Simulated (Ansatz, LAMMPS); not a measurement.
# Glassy 41CaO-59Al2O3 (mol %) (109 atoms) in motion

Wanted: a short trajectory of glassy 41CaO-59Al2O3 (mol %) (109 atoms) with its pair distributions.

Method: Kohn-Sham DFT, PBE, PAW (set soft_2), plane waves, in Ansatz 0.2.0.

**1. The structure**

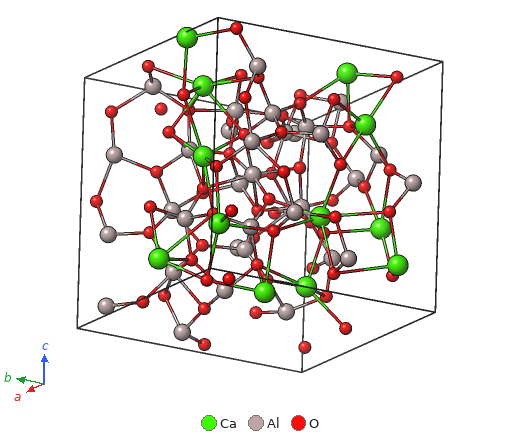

Start, viewed from a free direction; calcium green, aluminium light grey, oxygen red. Bonds to atoms that aren't drawn are left out. Some periodic images of atoms are drawn too.

The cell holds 109 atoms: 12 Ca, 34 Al and 63 O. Its edges and angles: a = 10.683 Å, b = 10.683 Å, c = 10.683 Å, α = 90.0°, β = 90.0°, γ = 90.0°. 109 atoms (12 Ca, 34 Al, 63 O) placed at random at 3.15 g/cm³, melted at 4000 K for 10 ps at fixed volume with the Morse and Coulomb pair potential with partial charges (Pedone, Malavasi, Menziani, Cormack and Segre, J. Phys. Chem. B 110, 11780 (2006)). Quenched from 4000 K to 300 K at 10 K/ps and fixed volume, held 10 ps at zero pressure.

Before any run, some limits are plain. The quench rate of 10 K/ps is many orders above laboratory rates, so the cell is likely richer in defects and strain than a real sample. The network of bonds at the start is that of the classical potential that made the cell. Sampling is at Γ alone, for a cell whose shortest periodic width is 11 Å.

**2. Single point at the start**

A single point comes first, to see the forces before anything moves.

Input file input.yaml:

```yaml
crystal:
  lattice:
    - [10.68342, 0.0, 0.0]
    - [0.0, 10.68342, 0.0]
    - [0.0, 0.0, 10.68342]
  atoms:
    - { symbol: Ca, position: [0.12831, 0.25936, 0.73283] }
    - { symbol: Ca, position: [0.48887, 0.2898, 0.16799] }
    - { symbol: Ca, position: [0.5055, 0.93502, 0.17038] }
    - { symbol: Ca, position: [0.3923, 0.81749, 0.57197] }
    [... 99 atom lines left out ...]
    - { symbol: O, position: [0.95432, 0.6841, 0.91937] }
    - { symbol: O, position: [0.20733, 0.09815, 0.60009] }
    - { symbol: O, position: [0.91536, 0.26082, 0.17214] }
    - { symbol: O, position: [0.90045, 0.0484, 0.0677] }
    - { symbol: O, position: [0.69237, 0.71419, 0.84692] }
    - { symbol: O, position: [0.96113, 0.16492, 0.59719] }
kpoints:
  mp_grid: { grid: [1, 1, 1] }
hamiltonian:
  xc: pbe
scf:
  occupations: { method: gaussian, width: 0.025 }
output:
  forces: true
```

Run with:

```bash
$ ansatz run input.yaml --threads 4 --pin off --max-ram 8192MiB --backend cpu --events-out ev --progress --plain --runs-dir out
```

Elapsed: 8.8 s, on 4 threads of Intel Xeon Platinum 8375C at 2.90GHz (Ice Lake), shared host; peak memory 1.7 GiB.

The run gave:

| Quantity | Value |
| --- | --- |
| free energy | -75973.8233 eV |
| free energy per atom | -697.0076 eV/atom |
| SCF cycles | 10 |
| r.m.s. force component | 1.13 eV/Å |
| longest force | 5.318 eV/Å |
| Fermi energy | 8.29 eV |

The r.m.s. force component of 1.1 eV/Å sets the starting point.

Neighbours are counted within 2.33 Å (O-Al), 3.18 Å (O-Ca).

Length of the force by element and coordination:

```csv
element,coordination,atoms,mean length of the force (eV/Å),spread,least,most
Al,all,34,2.02,0.744,0.766,3.97
Al,4,24,2.00,0.710,0.766,3.97
Al,5,7,2.16,0.823,1.15,3.29
Al,6,3,1.86,0.763,0.933,2.80
Ca,all,12,0.945,0.308,0.437,1.40
Ca,5,1,0.852,0,0.852,0.852
Ca,6,2,1.02,0.308,0.711,1.33
Ca,7,5,0.914,0.303,0.437,1.28
Ca,8,4,0.968,0.341,0.502,1.40
O,all,63,1.76,0.923,0.343,5.32
O,2,2,2.44,0.0935,2.35,2.54
O,3,25,1.57,0.734,0.471,3.40
O,4,26,1.89,1.06,0.821,5.32
O,5,10,1.73,0.931,0.343,3.67
```

**3. Dynamics at 300 K**

A Nosé–Hoover thermostat steers the temperature while disturbing the dynamics little. The time step is 1.0 fs.

Changes to input.yaml since step 2:

```diff
@@ -15 +15,8 @@
   forces: true
+md:
+  timestep: 1.0
+  n_steps: 274
+  ensemble: nvt_nose_hoover
+  temperature: 300
+  initial_velocities: maxwell_boltzmann
+  seed: 8100
```

The job ended after 18 min (4 threads; peak memory 1.8 GiB; 67 min of CPU time).

The program notes that it switched symmetry off.

The trajectory, sampled:

```csv
time (fs),T (K),potential (meV/atom),conserved (meV/atom)
0.0,300,0.0,0.00
18.0,478,-23.6,-0.07
37.0,405,-17.0,-0.07
55.0,440,-25.0,-0.09
73.0,415,-25.1,-0.09
91.0,456,-33.1,-0.10
110.0,344,-21.5,-0.08
128.0,382,-28.7,-0.09
146.0,376,-30.4,-0.11
164.0,349,-29.5,-0.10
183.0,370,-35.0,-0.10
201.0,336,-33.1,-0.11
219.0,351,-37.2,-0.13
237.0,306,-33.2,-0.11
256.0,333,-38.4,-0.11
274.0,321,-38.8,-0.11
```

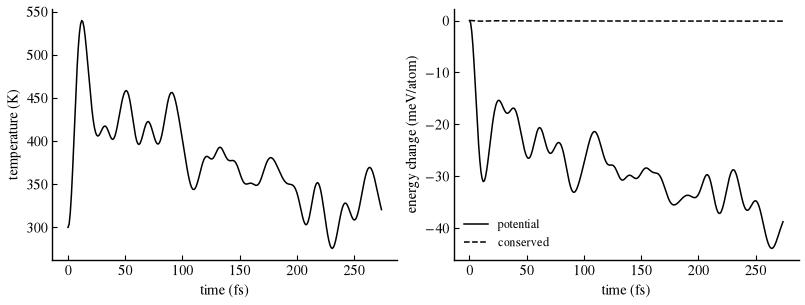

Temperature and energies against time.

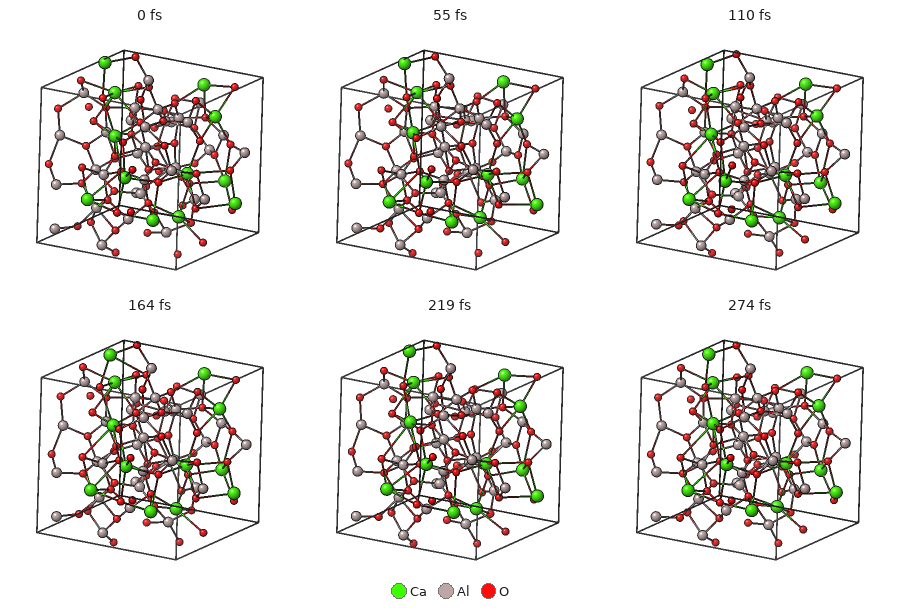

6 frames of the run. Bonds to atoms that aren't drawn are left out.

Mean square displacement from the first frame to the last: Ca 0.050 Å², Al 0.031 Å², O 0.041 Å².

The mean square displacement by time lag:

```csv
time lag (fs),Al (Å²),Ca (Å²),O (Å²)
1.0,3.3e-5,2.1e-5,6.1e-5
18.0,0.00843,0.00645,0.0151
29.0,0.0159,0.0151,0.0265
46.0,0.0238,0.0302,0.0359
63.0,0.0295,0.0427,0.0429
74.0,0.0314,0.0488,0.0448
91.0,0.0329,0.0553,0.0463
108.0,0.0338,0.0587,0.0470
120.0,0.0338,0.0595,0.0462
137.0,0.0332,0.0603,0.0462
```

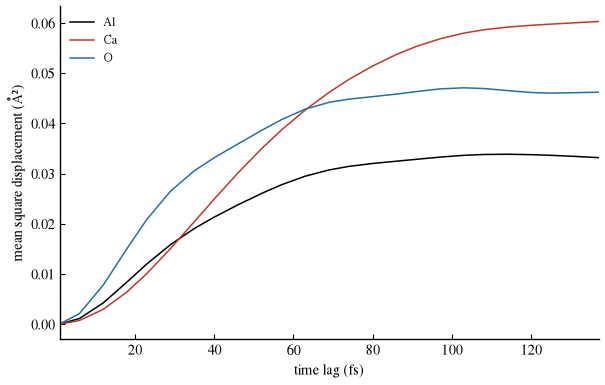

Mean square displacement, plotted against time lag.

Over the second half of 274 fs the temperature averages 342 K with swings of 27 K r.m.s. The conserved energy stays within 0.13 meV/atom. From first frame to last Ca has the largest mean square displacement, 0.050 Å² at the end; the farthest move is 0.45 Å. The count of bonds goes from 235 in the first frame to 238 in the last, by one set of cutoffs: 3 pairs passed out of them and 6 came within. The run spans 0.27 ps, too short for its means to be equilibrium values.

**4. Distances and neighbours late in the run**

The g(r) is a mean over the second half; what follows it is taken at the last frame.

Bonds before and after, by the cutoffs listed below:

```csv
pair,bonds before,bonds after,mean before (Å),mean after (Å),spread before (Å),spread after (Å)
O-Al,151,155,1.813,1.838,0.141,0.127
O-Ca,84,83,2.521,2.476,0.218,0.230
```

Density 3.28 g/cm³, 11.19 Å³ an atom.

Mean of 14 frames. g(r), total and by pair (bins of 0.2 Å):

```csv
r (Å),total,O-O,O-Al,O-Ca,Al-Al,Al-Ca,Ca-Ca
1.60,0.16,0.00,0.45,0.00,0.00,0.00,0.00
1.80,2.97,0.00,8.23,0.00,0.00,0.00,0.00
2.00,0.56,0.00,1.52,0.11,0.00,0.00,0.00
2.20,0.42,0.00,0.21,2.71,0.00,0.00,0.00
2.40,0.58,0.44,0.11,3.06,0.00,0.00,0.00
2.60,1.00,2.03,0.11,1.97,0.36,0.00,0.00
2.80,1.40,2.87,0.33,0.79,1.87,0.60,0.00
3.00,1.31,2.10,0.47,0.27,2.50,2.12,1.30
3.20,1.12,1.06,0.68,0.25,3.15,1.78,4.96
3.40,1.09,0.93,1.06,0.44,1.97,1.35,4.29
3.60,0.86,0.62,1.13,0.42,0.89,1.19,1.83
3.80,0.83,0.57,1.18,0.58,0.51,0.99,1.76
4.00,0.99,0.58,1.59,0.91,0.51,0.69,0.86
4.20,1.04,0.67,1.56,1.27,0.40,0.62,0.65
4.40,1.06,0.81,1.45,1.17,0.77,0.50,1.50
4.60,1.02,1.01,1.12,1.32,0.73,0.29,1.25
4.80,0.96,1.08,0.82,1.25,1.04,0.51,0.94
5.00,1.00,1.27,0.70,1.08,1.20,0.85,0.85
5.20,0.98,1.27,0.62,1.11,1.17,1.06,0.50
```

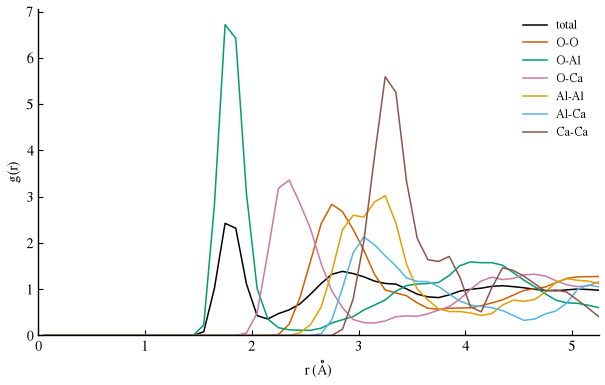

Pair distribution functions, lightly smoothed.

Bonds by pair of elements; cutoffs follow the first minimum of g(r), held within bounds set by covalent radii, and pairs that aren't listed don't count as bonded:

```csv
pair A-B,cutoff (Å),bonds,mean length (Å),spread (Å),shortest (Å),B about A,A about B
O-Al,2.49,155,1.84,0.127,1.64,2.46,4.56
O-Ca,3.18,83,2.48,0.23,2.12,1.32,6.92
```

How many atoms have how many bonded neighbours:

```csv
element,mean,2,3,4,5,6,7,8
Al,4.56,0,0,19,11,4,0,0
Ca,6.92,0,0,0,1,2,6,3
O,3.78,1,22,30,10,0,0,0
```

Bond angles (no mean is given where the spread exceeds 20°):

```csv
angle,count,mean (°),spread (°)
O-Al-O,284,-,-
O-Ca-O,250,-,-
Al-O-Ca,138,-,-
Al-O-Al,138,116,18.1
Ca-O-Ca,71,-,-
```

Oxygen atoms by the number of network formers (Si, P, Ge, B, Al, As, Ga) bound to them:

```csv
network formers bound to O,O atoms,per cent
0,2,3.2
1,5,7.9
2,24,38.1
3,26,41.3
4,6,9.5
```

Network units: each former by its oxygen neighbours and how many of them bridge to another former:

```csv
former,O neighbours,bridging O,atoms
Al,4,3,5
Al,4,4,14
Al,5,5,11
Al,6,6,4
```

Bond length by coordination (bonds to H left out):

```csv
element,coordination,atoms,mean bond length (Å)
Al,4,19,1.77
Al,5,11,1.89
Al,6,4,1.93
Ca,5,1,2.35
Ca,6,2,2.44
Ca,7,6,2.48
Ca,8,3,2.51
O,2,1,1.66
O,3,22,1.85
O,4,30,2.07
O,5,10,2.33
```

Rings of the network by King's shortest-path rule, up to 12 atoms, one path for each pair of neighbours; H, halogens, alkali and alkaline-earth atoms are left out, and the last column divides by all other atoms, bonded or not:

```csv
ring size (atoms),rings,per network atom
4,20,0.206
6,44,0.454
8,59,0.608
10,25,0.258
12,13,0.134
```

For some of the pairs, g(r) has its first main peak near 2.8 Å (O-O), 1.8 Å (O-Al), 2.3 Å (O-Ca), 3.2 Å (Al-Al) and 3.1 Å (Al-Ca). With the cutoffs above, 56 % of Al atoms have 4, 50 % of Ca atoms have 7 and 48 % of O atoms have 4 bonded neighbours. 38 % of the oxygens bridge two formers (Al) and 8 % are non-bridging; 41 % join three; 10 % join four; 3 % join none. The commonest Al unit has 4 oxygens, 4 of them shared with other formers (14 of 34 atoms). Rings of 8 atoms are the most common (37 % of those counted); sizes run from 4 to 12, where the search stops.

**5. Single point at the last frame**

The last frame is solved again with fuller output, to read the electronic structure of a thermally displaced geometry.

Input file input.yaml:

```yaml
crystal:
  lattice:
    - [10.68342, 0.0, 0.0]
    - [0.0, 10.68342, 0.0]
    - [0.0, 0.0, 10.68342]
  atoms:
    - { symbol: Ca, position: [0.09794, 0.25156, 0.73228] }
    - { symbol: Ca, position: [0.50335, 0.29182, 0.17253] }
    - { symbol: Ca, position: [0.49428, 0.93703, 0.16179] }
    - { symbol: Ca, position: [0.38921, 0.8338, 0.58508] }
    [... 99 atom lines left out ...]
    - { symbol: O, position: [0.94568, 0.67464, 0.90275] }
    - { symbol: O, position: [0.20313, 0.10863, 0.61823] }
    - { symbol: O, position: [0.92946, 0.24831, 0.17831] }
    - { symbol: O, position: [0.88847, 0.05149, 0.07112] }
    - { symbol: O, position: [0.69578, 0.72885, 0.84052] }
    - { symbol: O, position: [0.97047, 0.16981, 0.57726] }
kpoints:
  mp_grid: { grid: [1, 1, 1] }
hamiltonian:
  xc: pbe
scf:
  occupations: { method: gaussian, width: 0.025 }
output:
  forces: true
  stress: true
  populations: true
  dos:
    method: { smearing: { sigma: 0.1 } }
    de: 0.1
    projected: { site_lists: { Al: [Al], Ca: [Ca], O: [O] } }
  eigenvalues: true
  write_density: true
  write_potential: true
  volumetric_format: npy
```

It took 13 s on 4 threads; peak memory 1.7 GiB.

Read from the output:

- free energy: -75978.0496 eV
- free energy per atom: -697.0463 eV/atom
- SCF cycles: 9
- pressure: 7.057 GPa
- r.m.s. force component: 0.7246 eV/Å
- longest force: 2.752 eV/Å
- Fermi energy: 8.361 eV
- gap (highest filled to lowest empty level): 3.442 eV
- spilling of the projection: 0.01133

Neighbours are counted within 2.49 Å (O-Al), 3.18 Å (O-Ca), the cutoffs taken from the dynamics.

Length of the force by element and coordination:

```csv
element,coordination,atoms,mean length of the force (eV/Å),spread,least,most
Al,all,34,1.30,0.553,0.294,2.59
Al,4,19,1.37,0.532,0.389,2.59
Al,5,11,1.07,0.513,0.294,2.37
Al,6,4,1.58,0.527,0.777,2.25
Ca,all,12,0.849,0.322,0.413,1.44
Ca,5,1,0.576,0,0.576,0.576
Ca,6,2,0.983,0.346,0.637,1.33
Ca,7,6,0.996,0.273,0.559,1.44
Ca,8,3,0.556,0.144,0.413,0.752
O,all,63,1.10,0.526,0.172,2.75
O,2,1,2.39,0,2.39,2.39
O,3,22,1.07,0.548,0.358,2.75
O,4,30,1.12,0.490,0.172,2.23
O,5,10,1.00,0.426,0.289,1.62
```

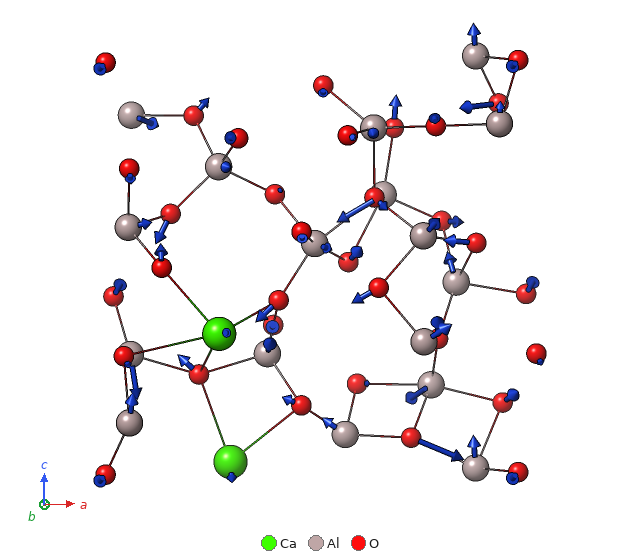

Forces as arrows; the longest in the cell is 2.75 eV/Å. Drawn is a slice 4 Å thick, seen along the normal of the ac plane. Bonds to atoms that aren't drawn are left out.

Löwdin charges by element and coordination (they lack the spilled electrons, 0.062 e an atom on average):

```csv
element,coordination,atoms,mean charge (e),spread,least,most
Al,all,34,1.27,0.0447,1.15,1.34
Al,4,19,1.26,0.0489,1.15,1.33
Al,5,11,1.28,0.0425,1.21,1.34
Al,6,4,1.27,0.0121,1.25,1.29
Ca,all,12,1.79,0.0277,1.73,1.84
Ca,5,1,1.76,0,1.76,1.76
Ca,6,2,1.80,0.0072,1.79,1.80
Ca,7,6,1.78,0.0343,1.73,1.84
Ca,8,3,1.79,0.0187,1.77,1.81
O,all,63,-0.917,0.103,-1.30,-0.791
O,2,1,-0.888,0,-0.888,-0.888
O,3,22,-0.858,0.0415,-0.938,-0.812
O,4,30,-0.914,0.0872,-1.12,-0.791
O,5,10,-1.06,0.116,-1.30,-0.936
```

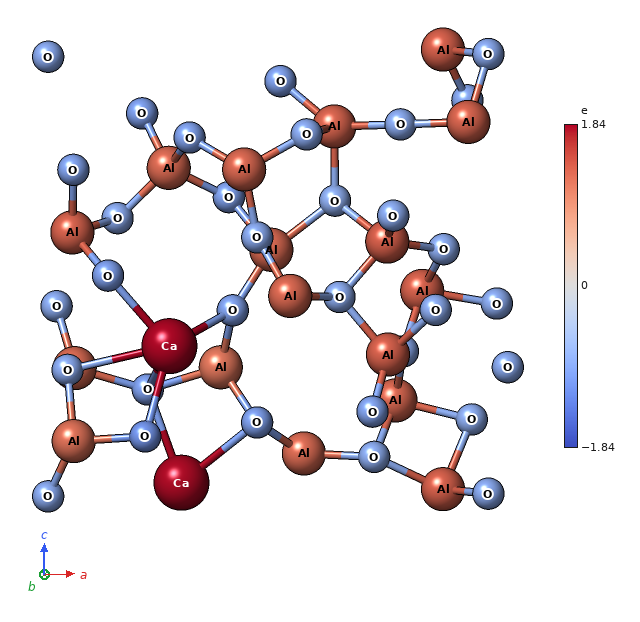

Atoms coloured by Löwdin charge. Drawn is a slice 4 Å thick, seen along the normal of the ac plane. Bonds to atoms that aren't drawn are left out.

States in the cell by windows of 1 eV, zero at the Fermi level; the larger projections on atomic orbitals stand beside the total:

```csv
from (eV),to (eV),total,O p,Al p,O s
-18,-17,13.4,0.1,1.1,10.5
-17,-16,5.9,0.0,0.2,4.9
-16,-15,0.1,0.0,0.0,0.1
-15,-10,0.0,0.0,0.0,0.0
-10,-9,0.4,0.3,0.0,0.0
-9,-8,22.4,16.7,1.6,0.5
-8,-7,30.7,23.5,3.0,0.8
-7,-6,46.0,36.3,5.9,1.1
-6,-5,57.9,48.4,6.1,1.1
-5,-4,76.6,68.7,4.0,0.9
-4,-3,80.6,75.5,1.8,0.5
-3,-2,53.9,51.1,0.7,0.2
-2,-1,9.5,8.9,0.1,0.0
-1,1,0.0,0.0,0.0,0.0
1,2,2.0,0.0,0.1,0.6
2,3,2.3,0.2,0.5,0.2
3,4,22.6,2.0,4.5,1.8
4,5,41.1,3.5,9.5,2.8
```

Between -26 and -18 eV lie 179 more states.

About 24 of the 600 electrons lie in deeper levels, below the stored range.

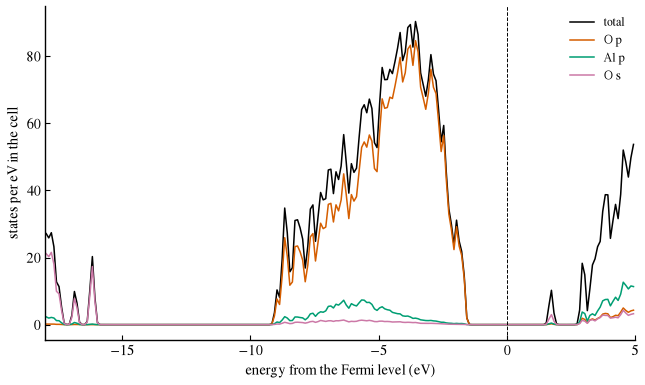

Total and projected density of states, with the broadening of the input.

The levels nearest the highest filled one (over half full), pooled over k-points and spins:

```csv
level less the highest filled one (eV),occupation
-0.369,2
-0.239,2
-0.220,2
-0.182,2
-0.0182,2
0,2
3.44,0
4.68,0
4.71,0
5.00,0
5.10,0
5.22,0
```

Mean Löwdin charges: Al +1.27, Ca +1.79, O -0.92 e (they miss 1.1 % of the electrons, so they add up to more than the cell's charge).

**6. Results**

| Quantity | Value |
| --- | --- |
| mean temperature, second half | 341.9 K |
| temperature swing, second half | 27.31 K |
| slope of the conserved energy against time, by least squares | -0.1819 meV/atom/ps |
| free energy per atom | -697.0463 eV/atom |
| pressure | 7.057 GPa |
| r.m.s. force component | 0.7246 eV/Å |
| gap (highest filled to lowest empty level) | 3.442 eV |
| wall time of the 3 DFT runs | 18 min |

In words: Over the second half of 274 fs the temperature averages 342 K with swings of 27 K r.m.s. The conserved energy stays within 0.13 meV/atom. The count of bonds goes from 235 in the first frame to 238 in the last, by one set of cutoffs: 3 pairs passed out of them and 6 came within. The run spans 0.27 ps, too short for its means to be equilibrium values. With the cutoffs above, 56 % of Al atoms have 4, 50 % of Ca atoms have 7 and 48 % of O atoms have 4 bonded neighbours. 38 % of the oxygens bridge two formers (Al) and 8 % are non-bridging; 41 % join three; 10 % join four; 3 % join none. The highest filled and lowest empty levels differ by 3.44 eV (at Γ alone); a semilocal functional tends to put such gaps too low. In a disordered cell it changes from sample to sample, and tail or defect levels can set it.

**Limits.** The network of bonds at the start is that of the classical potential that made the cell; in DFT 3 of its 235 bonded pairs passed out of the cutoffs and 6 came within them. The stress is far from hydrostatic: its diagonal is 6.3, 5.6, 9.2 GPa, compression counted positive. The pressure of 7.1 GPa is that of one thermal frame at a volume set beforehand, without the kinetic term.

[Logs are printed without paths, hosts, clocks, repeated set-up lines and the standing remarks that a program may print on its own settings, such as how far it seeks lower states.]

[Hosts, paths, dates, database ids (printed as entryN), source tags and the programs' standing remarks are cut or masked in the printed files.]
